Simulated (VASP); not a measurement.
Shape and ions are relaxed at each volume.

Energy against volume of Tl (hcp). Calculation: revPBE GGA, VASP's PBE PAW potentials (set 64) (plane waves; VASP).

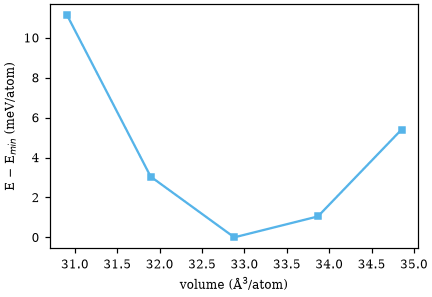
Energy against volume

Task: Estimate the equilibrium volume and the bulk modulus.

Result: The minimum lies near 33.1 Å³/atom, and the curvature gives B0 of about 21 GPa.

Measured: bulk modulus 37.4 GPa at 0 K (computed value off by -43.3 %), as given by K. Lejaeghere et al., Critical reviews in solid state and materials sciences/CRC critical reviews in solid state and materials sciences (2013), arXiv:1204.2733 [extrapolated to 0 K and zero-point effects removed (source: thermally corrected experimental values)].

The compound is Tl in the hcp structure. It was relaxed first, which changed the volume by +16 %.
